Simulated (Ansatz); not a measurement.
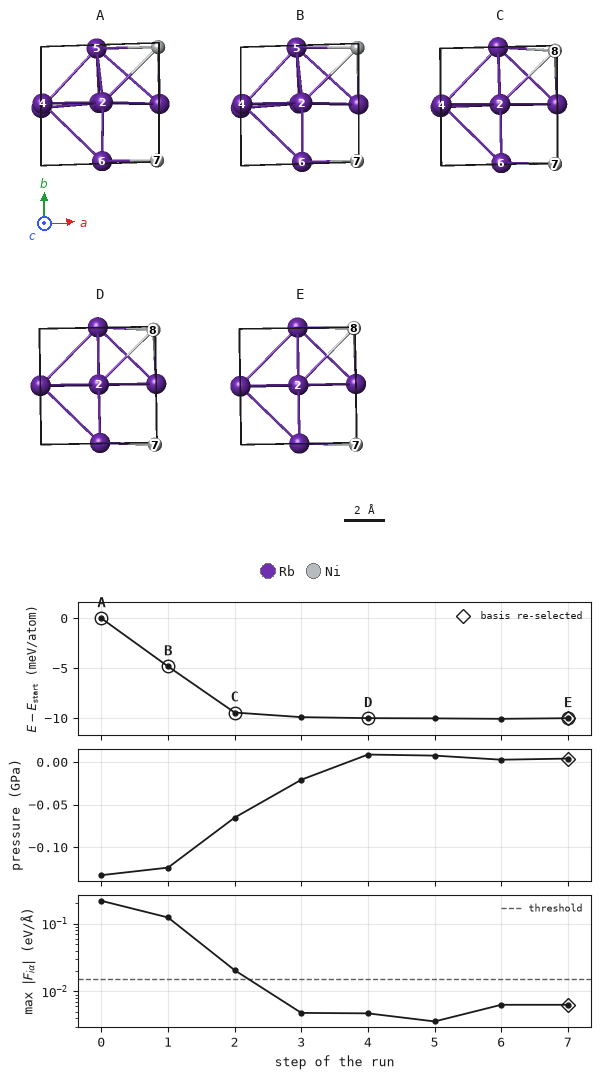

Frames of a relaxation of solid Rb$_{3}$Ni (built on the Cu3Au (L1_2)_221 type) (coarse preliminary run), marked on the history of the run. A ball-and-stick model of the cell of the calculation, seen along the c axis.

Method: Ansatz, DFT PBE, scalar-relativistic, plane waves, PAW. (plane-wave cutoff 420 eV; k-point mesh 4 × 4 × 2; occupations gaussian; smearing width 0.1 eV; no spin polarisation; cell and atoms relaxed; force threshold 0.015 eV/Å; at most 120 steps)

Q: Describe the path.

A: After 6 accepted moves (7 points after the start) the energy has fallen by 10.0 meV per atom. The largest force component goes from 0.22 to 0.0063 eV/Å. The pressure goes from −0.13 to 0.00 GPa. The SCF was repeated once at an unchanged geometry on a basis and grid sized afresh for the cell, which shifted the energy by 0.1 meV per atom at most. The atom that moves furthest relative to the cell is a Rb atom (0.30 Å along [3 3 1]). Largest moves by element: Rb 0.30 Å, Ni 0.19 Å. The volume changes by −4.1 %, with a 5.981 → 5.855 Å (−2.1 %), b 6.022 → 5.859 Å (−2.7 %), c 11.620 → 11.695 Å (+0.6 %), β 90.2° → 90.0°, γ 88.1° → 89.9°. Some distances before and after: Ni–Rb 4.676 → 4.259 Å, Rb–Rb 4.563 → 4.149 Å, Rb–Rb 4.524 → 4.151 Å, Ni–Rb 4.407 → 4.051 Å. Among the angles between lasting bonds that change: Rb–Ni–Rb 117.4° → 123.0°, Rb–Ni–Rb 116.3° → 121.8°, Rb–Ni–Rb 116.1° → 120.8°. The space group stays P1 (No. 1). From step 0 to 1: a Rb atom moves most (0.07 Å), volume −0.5 %, energy −4.8 meV per atom. From step 1 to 2: a Rb atom moves most (0.20 Å), volume −1.4 %, energy −4.6 meV per atom. From step 2 to 4: a Ni atom moves most (0.10 Å), volume −2.0 %, energy −0.6 meV per atom. From step 4 to 7: a Ni atom moves most (0.10 Å), volume −0.2 %, energy 0.0 meV per atom.
